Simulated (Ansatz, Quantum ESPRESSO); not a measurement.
# Cl-CC-Cl chair, 1 layer in a field-effect set-up, part 2 of 7

How rigid are the bands of Cl-CC-Cl chair, 1 layer under field-effect doping?

Quantum ESPRESSO 7.5; plane-wave DFT, PBE, GBRV ultrasoft pseudopotentials; geometry by Ansatz 0.2.0 with PAW datasets.

So far: The starting structure; Geometry from Ansatz.

**3. Self-consistent run: neutral sheet, no gate**

The neutral sheet is the reference for densities and bands.

Level of this step: plane-wave DFT, PBE, GBRV ultrasoft pseudopotentials (Quantum ESPRESSO 7.5).

The input, g0.in:

```
&control
  prefix = 'g0'
  outdir = './out'
  pseudo_dir = './pseudo'
  calculation = 'scf'
  tprnfor = .true.
  tefield = .true.
  dipfield = .true.
/
&system
  ibrav = 0
  nat = 4
  ntyp = 2
  ecutwfc = 40
  ecutrho = 200
  occupations = 'smearing'
  smearing = 'fd'
  degauss = 0.004
  edir = 3
  emaxpos = 0.210506
  eopreg = 0.01
  eamp = 0.0
  nbnd = 17
/
&electrons
  conv_thr = 1e-07
  mixing_beta = 0.4
  electron_maxstep = 120
  mixing_mode = 'local-TF'
/
ATOMIC_SPECIES
  Cl  35.4500  cl_pbe_v1.4.uspp.F.UPF
  C   12.0110  c_pbe_v1.2.uspp.F.UPF
CELL_PARAMETERS angstrom
  2.91236399479853 -0.00000000000000 -0.00000000000000
  -1.45618199739926 2.52218120456265 -0.00000000000000
  -0.00000000000000 -0.00000000000000 26.06666666670000
ATOMIC_POSITIONS crystal
  Cl  0.666666666667 0.333333333333 0.422980793916
  C   0.666666666667 0.333333333333 0.490235704282
  C   0.333333333333 0.666666666667 0.509764295302
  Cl  0.333333333333 0.666666666667 0.577019206500
K_POINTS automatic
  18 18 1 0 0 0
```

On the command line:

```console
$ OMP_NUM_THREADS=1 mpirun -n 4 pw.x -nk 4 -in g0.in > g0.out
```

Output:

```text
Program PWSCF v.7.5 starts
[citation notice left out]

     Parallel version (MPI & OpenMP), running on       4 processor cores
     Number of MPI processes:                 4
     Threads/MPI process:                     1

     MPI processes distributed on     1 nodes
[...]
Current dimensions of program PWSCF are:
     Max number of different atomic species (ntypx) = 10
     Max number of k-points (npk) =  40000
     Max angular momentum in pseudopotentials (lmaxx) =  4
     Presently no symmetry can be used with electric field

     K-points division:     npool     =       4
     Subspace diagonalization in iterative solution of the eigenvalue problem:
     a serial algorithm will be used

     G-vector sticks info
     --------------------
     sticks:   dense  smooth     PW     G-vecs:    dense   smooth      PW
     Sum         421     337    121                61901    44023    9189

     Using Slab Decomposition

     bravais-lattice index     =            0
     lattice parameter (alat)  =       5.5036  a.u.
     unit-cell volume          =    1292.1235 (a.u.)^3
     number of atoms/cell      =            4
     number of atomic types    =            2
     number of electrons       =        22.00
     number of Kohn-Sham states=           17
     kinetic-energy cutoff     =      40.0000  Ry
     charge density cutoff     =     200.0000  Ry
     scf convergence threshold =      1.0E-07
     mixing beta               =       0.4000
     number of iterations used =            8  local-TF  mixing
     Exchange-correlation= SLA  PW   PBE  PBE
                           (   1   4   3   4   0   0   0)

     celldm(1)=   5.503570  celldm(2)=   0.000000  celldm(3)=   0.000000
     celldm(4)=   0.000000  celldm(5)=   0.000000  celldm(6)=   0.000000

     crystal axes: (cart. coord. in units of alat)
               a(1) = (   1.000000  -0.000000  -0.000000 )
               a(2) = (  -0.500000   0.866025  -0.000000 )
               a(3) = (  -0.000000  -0.000000   8.950346 )

     reciprocal axes: (cart. coord. in units 2 pi/alat)
               b(1) = (  1.000000  0.577350  0.000000 )
               b(2) = (  0.000000  1.154701  0.000000 )
               b(3) = (  0.000000  0.000000  0.111728 )

     PseudoPot. # 1 for Cl read from file:
     ./pseudo/cl_pbe_v1.4.uspp.F.UPF
     Pseudo is Ultrasoft + core correction, Zval =  7.0
     Generated by new atomic code, or converted to UPF format
     Using radial grid of  909 points,  6 beta functions with:
                l(1) =   0
                l(2) =   0
                l(3) =   1
                l(4) =   1
                l(5) =   2
                l(6) =   2
     Q(r) pseudized with  8 coefficients,  rinner =    1.300   1.300   1.300
                                                       1.300   1.300

     PseudoPot. # 2 for C  read from file:
     ./pseudo/c_pbe_v1.2.uspp.F.UPF
     Pseudo is Ultrasoft + core correction, Zval =  4.0
     Generated by new atomic code, or converted to UPF format
     Using radial grid of  721 points,  4 beta functions with:
                l(1) =   0
                l(2) =   0
                l(3) =   1
                l(4) =   1
     Q(r) pseudized with  8 coefficients,  rinner =    1.100   1.100   1.100

     atomic species   valence    mass     pseudopotential
     Cl                7.00    35.45000     Cl( 1.00)
     C                 4.00    12.01100     C ( 1.00)

     No symmetry found

   Cartesian axes

     site n.     atom                  positions (alat units)
         1        Cl     tau(   1) = (   0.5000000   0.2886751   3.7858246  )
         2        C      tau(   2) = (   0.5000000   0.2886751   4.3877794  )
         3        C      tau(   3) = (  -0.0000000   0.5773503   4.5625670  )
         4        Cl     tau(   4) = (  -0.0000000   0.5773503   5.1645218  )

     number of k points=   164  Fermi-Dirac smearing, width (Ry)=  0.0040

     Number of k-points >= 100: set verbosity='high' to print them.

     Dense  grid:    61901 G-vectors     FFT dimensions: (  25,  25, 225)

     Smooth grid:    44023 G-vectors     FFT dimensions: (  24,  24, 200)

     Estimated max dynamical RAM per process >     149.28 MB

     Estimated total dynamical RAM >     551.79 MB

     Initial potential from superposition of free atoms

     starting charge      21.9999, renormalised to      22.0000

     negative rho (up, down):  3.022E-02 0.000E+00

     Adding external electric field

     Computed dipole along edir(3) :
        Dipole                0.0000 Ry au,          0.0000 Debye
        Dipole field          0.0000 Ry au,

        Potential amp.       -0.0000 Ry
        Total length         48.7663 bohr

     Starting wfcs are   16 randomized atomic wfcs +    1 random wfcs

     total cpu time spent up to now is        2.2 secs

     per-process dynamical memory:    98.7 Mb

     Self-consistent Calculation

     iteration #  1     ecut=    40.00 Ry     beta= 0.40
     Davidson diagonalization with overlap
     ethr =  1.00E-02,  avg # of iterations =  6.5

     Threshold (ethr) on eigenvalues was too large:
     Diagonalizing with lowered threshold

     Davidson diagonalization with overlap
     ethr =  3.84E-04,  avg # of iterations =  5.0

     negative rho (up, down):  3.061E-02 0.000E+00

     Adding external electric field

     Computed dipole along edir(3) :
        Dipole               -0.0278 Ry au,         -0.0707 Debye
        Dipole field         -0.0003 Ry au,

        Potential amp.        0.0264 Ry
        Total length         48.7663 bohr

     total cpu time spent up to now is       16.6 secs

     total energy              =     -89.35400382 Ry
     estimated scf accuracy    <       0.08542639 Ry

     iteration #  2     ecut=    40.00 Ry     beta= 0.40
[...]
negative rho (up, down):  3.159E-02 0.000E+00

[...]
Dipole               -0.1081 Ry au,         -0.2748 Debye
[...]
total energy              =     -89.34152050 Ry
     estimated scf accuracy    <       0.04391434 Ry

     iteration #  3     ecut=    40.00 Ry     beta= 0.40
[...]
negative rho (up, down):  3.030E-02 0.000E+00

[...]
Dipole               -0.1409 Ry au,         -0.3582 Debye
[...]
total energy              =     -89.34454459 Ry
     estimated scf accuracy    <       0.00375475 Ry

     iteration #  4     ecut=    40.00 Ry     beta= 0.40
[...]
negative rho (up, down):  2.967E-02 0.000E+00

[...]
Dipole               -0.1656 Ry au,         -0.4208 Debye
[...]
total energy              =     -89.34458453 Ry
     estimated scf accuracy    <       0.00313479 Ry

     iteration #  5     ecut=    40.00 Ry     beta= 0.40
[...]
negative rho (up, down):  3.089E-02 0.000E+00

[...]
Dipole               -0.1896 Ry au,         -0.4818 Debye
[...]
total energy              =     -89.34436973 Ry
     estimated scf accuracy    <       0.00287821 Ry

     iteration #  6     ecut=    40.00 Ry     beta= 0.40
[...]
negative rho (up, down):  3.289E-02 0.000E+00

[...]
Dipole               -0.2019 Ry au,         -0.5131 Debye
[...]
total energy              =     -89.34424827 Ry
     estimated scf accuracy    <       0.00185595 Ry

     iteration #  7     ecut=    40.00 Ry     beta= 0.40
[...]
negative rho (up, down):  2.990E-02 0.000E+00

[...]
Dipole               -0.1394 Ry au,         -0.3544 Debye
[...]
total energy              =     -89.34400213 Ry
     estimated scf accuracy    <       0.00108597 Ry

     iteration #  8     ecut=    40.00 Ry     beta= 0.40
[...]
negative rho (up, down):  3.009E-02 0.000E+00

[...]
Dipole               -0.1205 Ry au,         -0.3063 Debye
[...]
total energy              =     -89.34394461 Ry
     estimated scf accuracy    <       0.00058185 Ry

     iteration #  9     ecut=    40.00 Ry     beta= 0.40
[...]
negative rho (up, down):  2.966E-02 0.000E+00

[...]
Dipole               -0.0731 Ry au,         -0.1859 Debye
[...]
total energy              =     -89.34377942 Ry
     estimated scf accuracy    <       0.00046752 Ry

     iteration # 10     ecut=    40.00 Ry     beta= 0.40
[...]
c_bands:  1 eigenvalues not converged
     c_bands:  1 eigenvalues not converged
     c_bands:  1 eigenvalues not converged
     c_bands:  1 eigenvalues not converged
     c_bands:  1 eigenvalues not converged
[...]
negative rho (up, down):  3.170E-02 0.000E+00

[...]
Dipole               -0.0216 Ry au,         -0.0550 Debye
[...]
total energy              =     -89.34370202 Ry
     estimated scf accuracy    <       0.00026593 Ry

     iteration # 11     ecut=    40.00 Ry     beta= 0.40
[...]
negative rho (up, down):  3.204E-02 0.000E+00

[...]
Dipole               -0.0139 Ry au,         -0.0353 Debye
[...]
total energy              =     -89.34372269 Ry
     estimated scf accuracy    <       0.00006063 Ry

     iteration # 12     ecut=    40.00 Ry     beta= 0.40
[...]
negative rho (up, down):  3.081E-02 0.000E+00

[...]
Dipole               -0.0074 Ry au,         -0.0188 Debye
[...]
total energy              =     -89.34371368 Ry
     estimated scf accuracy    <       0.00003139 Ry

     iteration # 13     ecut=    40.00 Ry     beta= 0.40
[...]
negative rho (up, down):  3.054E-02 0.000E+00

[...]
Dipole               -0.0035 Ry au,         -0.0089 Debye
[...]
total energy              =     -89.34371404 Ry
     estimated scf accuracy    <       0.00000926 Ry

     iteration # 14     ecut=    40.00 Ry     beta= 0.40
[...]
negative rho (up, down):  3.011E-02 0.000E+00

[...]
Dipole               -0.0002 Ry au,         -0.0005 Debye
[...]
total energy              =     -89.34370961 Ry
     estimated scf accuracy    <       0.00000449 Ry

     iteration # 15     ecut=    40.00 Ry     beta= 0.40
[...]
negative rho (up, down):  2.986E-02 0.000E+00

[...]
Dipole               -0.0002 Ry au,         -0.0005 Debye
[...]
total energy              =     -89.34370954 Ry
     estimated scf accuracy    <       0.00000081 Ry

     iteration # 16     ecut=    40.00 Ry     beta= 0.40
[...]
negative rho (up, down):  2.980E-02 0.000E+00

[...]
Dipole               -0.0003 Ry au,         -0.0007 Debye
[...]
total energy              =     -89.34371052 Ry
     estimated scf accuracy    <       0.00000013 Ry

     iteration # 17     ecut=    40.00 Ry     beta= 0.40
[...]
negative rho (up, down):  2.979E-02 0.000E+00

[...]
Dipole               -0.0004 Ry au,         -0.0010 Debye
[...]
End of self-consistent calculation

     Number of k-points >= 100: set verbosity='high' to print the bands.

     the Fermi energy is     0.1025 ev

!    total energy              =     -89.34371075 Ry
     estimated scf accuracy    <       0.00000006 Ry
     smearing contrib. (-TS)   =      -0.00000000 Ry
     internal energy E=F+TS    =     -89.34371075 Ry

     The total energy is F=E-TS. E is the sum of the following terms:
     one-electron contribution =   -1145.88494419 Ry
     hartree contribution      =     577.91131835 Ry
     xc contribution           =     -25.91545036 Ry
     ewald contribution        =     504.54536545 Ry
     electric field correction =       0.00000000 Ry

     convergence has been achieved in  17 iterations

     negative rho (up, down):  2.979E-02 0.000E+00

     Forces acting on atoms (cartesian axes, Ry/au):

     atom    1 type  1   force =     0.00000003    0.00000003   -0.00019895
     atom    2 type  2   force =    -0.00000005    0.00000001    0.00042709
     atom    3 type  2   force =     0.00000001   -0.00000004   -0.00047467
     atom    4 type  1   force =     0.00000000    0.00000000    0.00024652

     Total force =     0.000713     Total SCF correction =     0.000525
     SCF correction compared to forces is large: reduce conv_thr to get better values

[...]
=------------------------------------------------------------------------------=
   JOB DONE.
=------------------------------------------------------------------------------=
[key lines of the parts left out:]
Dipole field         -0.0000 Ry au,
```

Elapsed: 2.2 min, on 4 MPI ranks of Arm Neoverse V2, shared host; peak memory 0.72 GiB.

This step gave:

* free energy: -1215.5831 eV
* Fermi energy: 0.1025 eV
* dipole along the normal: -2.08e-4 e·Å
* valence top, on the run's zero: -0.7008 eV
* conduction bottom, on the run's zero: 0.8369 eV
* gap by band count: 1.538 eV

The run needed 17 iterations to bring the estimated error under 1e-07 Ry.

**4. Valence density**

The density shows how far the electrons spill into the vacuum.

The input, g0.rho.in:

```
&inputpp
  prefix = 'g0'
  outdir = './out'
  filplot = 'g0.rho.dat'
  plot_num = 0
/
```

On the command line:

```console
$ OMP_NUM_THREADS=1 mpirun -n 4 pp.x -in g0.rho.in > g0.rho.out
```

Output:

```text
[banner, memory and clock lines left out]
Program POST-PROC v.7.5 starts

          URL

     ./out/g0.save/

     IMPORTANT: XC functional enforced from input :
     Exchange-correlation= PBE
                           (   1   4   3   4   0   0   0)
     Any further DFT definition will be discarded
     Please, verify this is what you really want

     negative rho (up, down):  2.979E-02 0.000E+00

     Adding external electric field

     Computed dipole along edir(3) :
        Dipole               -0.0004 Ry au,         -0.0010 Debye
        Dipole field         -0.0000 Ry au,

        Potential amp.        0.0004 Ry
        Total length         48.7663 bohr

     Calling punch_plot, plot_num =   0
     Writing data to file  g0.rho.dat
     Message from routine chdens:
     namelist plot not found or invalid, exiting
```

Run time: 0.85 s. Hardware: 4 MPI ranks; peak memory 0.09 GiB.

Numbers from this step:

```
electrons by integration : 22.00 e
```

The valence density, planar mean oscillates, so the rows of the table below give means over windows of 2 Å about each position, cut where the curve ends. Its maxima inside the range that stand out by 2 % of the span (Å: e/Å³): 10.9: 0.660, 13.1: 0.802, 15.2: 0.660. Its minima: 12.0: 0.290, 14.0: 0.290.

Mean over planes. Valence density, planar mean against z; means over each step:

```csv
z (Å),"valence density, planar mean (e/Å³)"
6,0
8,3.6e-4
10,0.233
12,0.502
14,0.507
16,0.255
18,4.6e-4
20,0
```

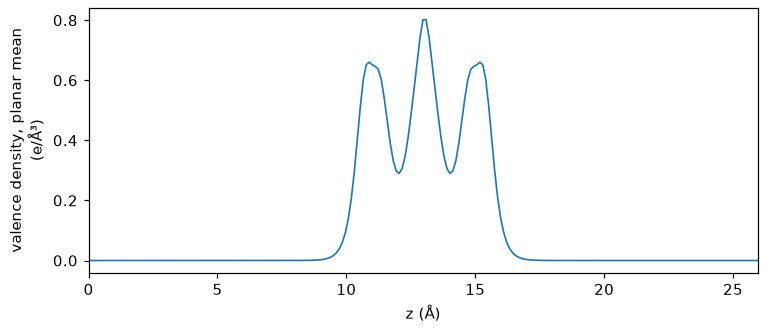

Valence density, planar mean, plotted against z.

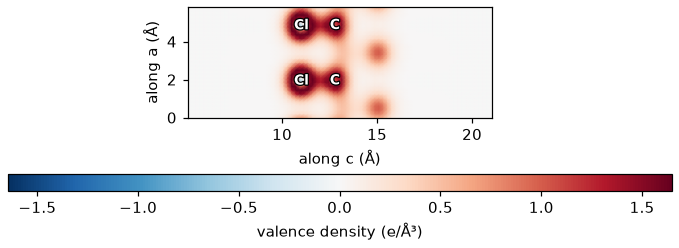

Valence density in the ca plane at fractional y = 0.333, with atoms of Cl and C within 0.2 Å of it. It is the smooth field of the valence electrons, not physical close to the nuclei. The far vacuum is left out of the map.

**5. Electrostatic potential**

The neutral sheet's potential is written as the reference.

The input, g0.pot.in:

```
&inputpp
  prefix = 'g0'
  outdir = './out'
  filplot = 'g0.pot.dat'
  plot_num = 11
/
```

On the command line:

```console
$ OMP_NUM_THREADS=1 mpirun -n 4 pp.x -in g0.pot.in > g0.pot.out
```

It took 0.84 s on 4 MPI ranks; peak memory 0.1 GiB.

(Continued in part 3 of 7.)

[Logs are printed without paths, hosts, clocks, repeated set-up lines and the standing remarks that a program may print on its own settings, such as how far it seeks lower states.]

[Hosts, paths, dates, database ids (printed as entryN), source tags and the programs' standing remarks are cut or masked in the printed files.]

[Maps of the electrostatic potential energy from Ansatz leave out the sawtooth potential of an applied field or a dipole correction, so their vacuum need not be flat; planar profiles and work functions include it.]
